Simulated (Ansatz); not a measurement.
## Electronic structure of H$_{2}$OSi in real space

Input file:

```
crystal:
  periodic: [false, false, false]
  atoms:
    - {symbol: H, position_ang: [-1.350354, 0.129676, 0.087469]}
    - {symbol: O, position_ang: [-0.447804, -0.092944, -1.082472]}
    - {symbol: Si, position_ang: [0.148453, 0.031906, 0.369243]}
    - {symbol: H, position_ang: [1.649704, -0.068538, 0.625760]}
basis:
  gaussian: {orbitals: def2-TZVPP}
hamiltonian: {xc: pbe0, dispersion: d4}
output: {orbitals: {seedname: orbitals}}
```

Run with:

```sh
ansatz run in.yaml --threads 2 --pin off --events-out ev --progress --plain --max-ram 4352MiB
```

A transition-state structure; geometry: PBE0-D4/def2-TZVP.

Level of theory: RKS PBE0-D4/def2-TZVPP (Ansatz 0.2.0).

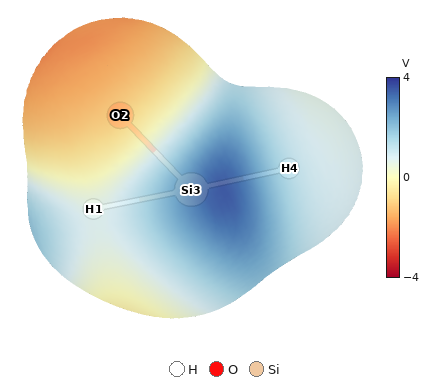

Figure 1. The electrostatic potential painted on the density surface at 0.004 e/bohr³, seen across its widest extent; the colour scale runs from red (negative) to blue (positive).

Which sites attract a positive test charge, and which a negative one?

A positive charge is drawn to the negative regions and a negative charge to the positive ones. The most negative region (about −2.0 V) lies over O2, the most positive (about +3.5 V) over Si3. O2 is the likeliest acceptor of a hydrogen bond.

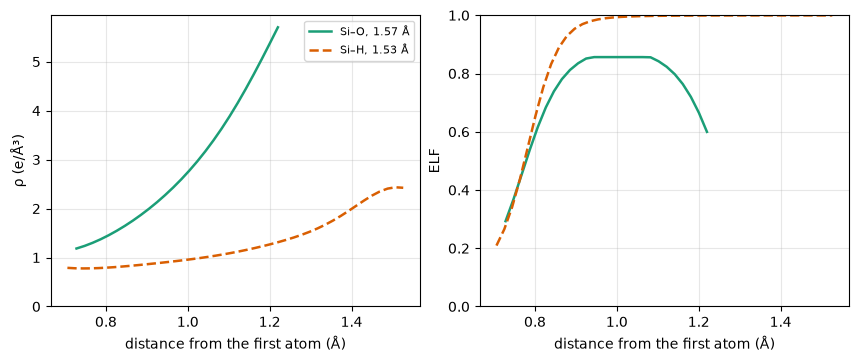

Figure 2. Electron density and ELF along straight lines between neighbouring atoms. The curves leave out the atomic cores.

Compare the contacts.

Si–O (1.57 Å): ρ at the midpoint is about 1.4 e/Å³; the ELF peaks at about 0.85 between the atoms (a short, strongly polar bond).
Si–H (1.53 Å): the density is about 0.78 e/Å³ at the midpoint; the ELF climbs to about 1 towards the hydrogen, as it does in any bond to H.

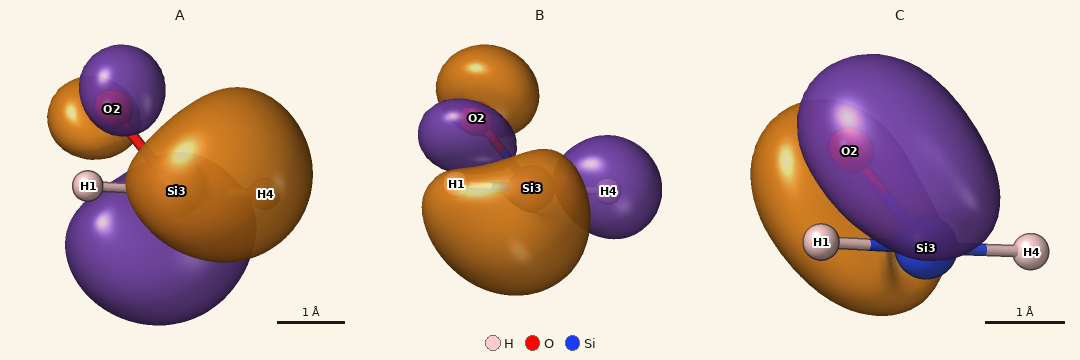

Figure 3. Three frontier orbitals at ±0.1 Å⁻³ᐟ² (orange and purple are the two phases), in no order.

Which picture is the HOMO−1, the HOMO and the LUMO?

C is the HOMO−1 (−9.58 eV). It lies mainly on O2 (about 75 %) and Si3 (about 25 %); it changes sign across the molecular plane (π type); π-bonding across O2–Si3. B is the HOMO (−6.61 eV). Its weight (Hirshfeld) is mainly on Si3 (about 45 %), O2 (about 35 %), H4 (about 10 %) and H1 (about 10 %); it is symmetric in the molecular plane (an in-plane orbital: σ, lone-pair or in-plane π type). A is the LUMO (−2.26 eV). By Hirshfeld shares it lies mainly on Si3 (about 75 %) and O2 (about 15 %); it changes sign across the molecular plane (π type).

What is the HOMO–LUMO gap?

4.35 eV between the orbital energies.
